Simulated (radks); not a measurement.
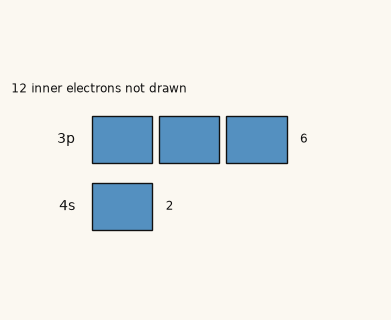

*The outer shells as the input fills them: a box for each of the 2l + 1 orbitals, shaded by the share of the shell that is filled, with the electron count at the right.*

Ca: atomic calculation

- system: the neutral calcium atom in the configuration [Ar] 4s2.
- method: Dirac Kohn-Sham, PBE, spin-unpolarised, spherical densities, finite nucleus (the in-house radial solver radks)

**Input**
```
Z 20
configuration [Ar] 4s2
relativity Dirac
functional pbe,pbe
spin unpolarised
j_filling average
nucleus finite rms 3.4776 fm
c 137.035999084
mixing 0.01
max_iterations 68
```

Energies in input and log are in hartree, lengths in bohr (the nuclear radius in fm).

Launched within a batch (the task file carries these settings):
```bash
python <driver script> task.json out
```

**Log**
```
1s1/2   1   2.0000        -145.11689828
2s1/2   1   2.0000         -15.22499787
2p1/2   1   2.0000         -12.38896515
2p3/2   1   4.0000         -12.25347384
3s1/2   1   2.0000          -1.73038285
3p1/2   1   2.0000          -1.03855961
3p3/2   1   4.0000          -1.02446050
4s1/2   1   2.0000          -0.13840608
Etot -680.3285626443477
Ekin 685.673594958345
Encl -1616.5351390242993
Eh 286.52704414465444
Exc -35.994062723047946
err 1.9850629313487877e-09
it 30
```

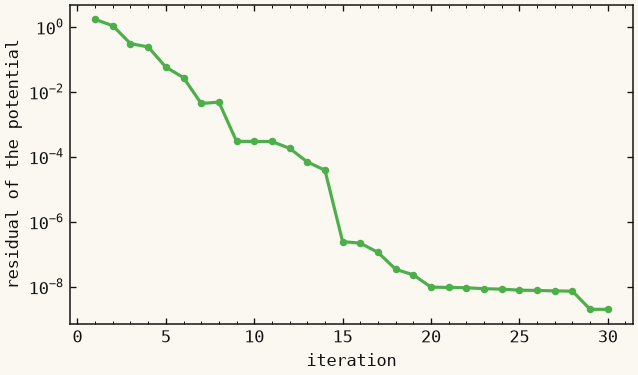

*Convergence: residual of the potential against the iteration.*

The residual falls almost steadily, with no more than small rises or pauses. It goes from 1.7 to 2.0×10⁻⁹ in 30 steps.

**Outcome**

- outcome: converged
- total energy: −680.328563 hartree
- kinetic energy: 685.673595 hartree
- electron–nucleus energy: −1616.5351 hartree
- Hartree energy: 286.527044 hartree
- exchange–correlation energy: −35.994063 hartree
- radius at density 0.001 e/bohr³: 5.08 bohr
- SCF iterations: 30
- hardware: 1 thread of Arm Neoverse V2, 23 GiB of memory available, shared host

**What is odd here**

A numerical setting was moved from its usual value: mixing factor beta = 0.01. The program ran to the end, and its total energy equals that of the same run with the usual input (−680.32856 hartree) within 10⁻⁵ hartree, so the oddity leaves no trace in it.
